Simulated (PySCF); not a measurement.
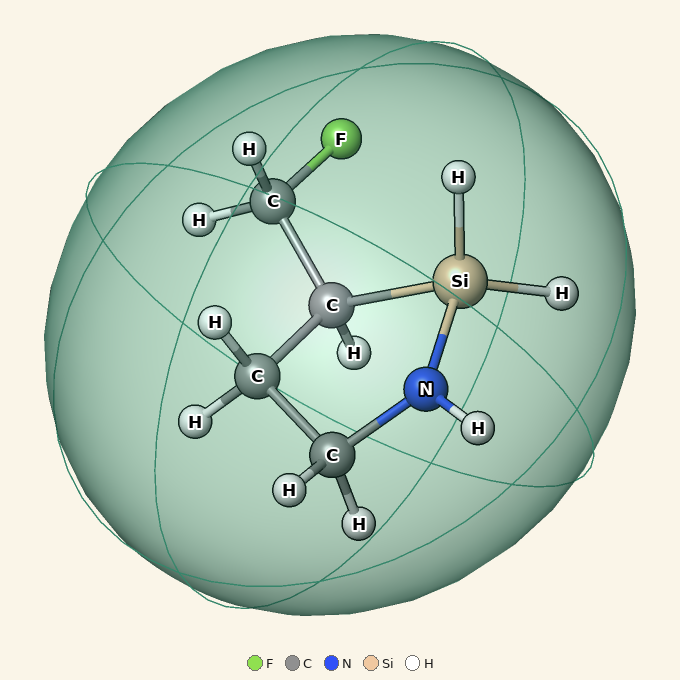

The ellipsoid shows the static dipole polarisability: its half-axes are proportional to the principal values. The computed structure is the end point of a GFN2-xTB optimisation. No frequency run is at hand to confirm it as a minimum. Computed with ωB97X-D/def2-SVPD (PySCF 2.14.0).

### How large and how anisotropic is the polarisability?

Principal values 68.9, 82.4, 84.4 bohr³; mean 78.6 bohr³ (11.64 Å³); anisotropy 14.6 bohr³, so the longest axis is 1.23 times the shortest.

The geometry is semi-empirical. Around Si such bond lengths and angles can be off by a tenth of an ångström or more and by several degrees, and values that hang on the shape move with them.
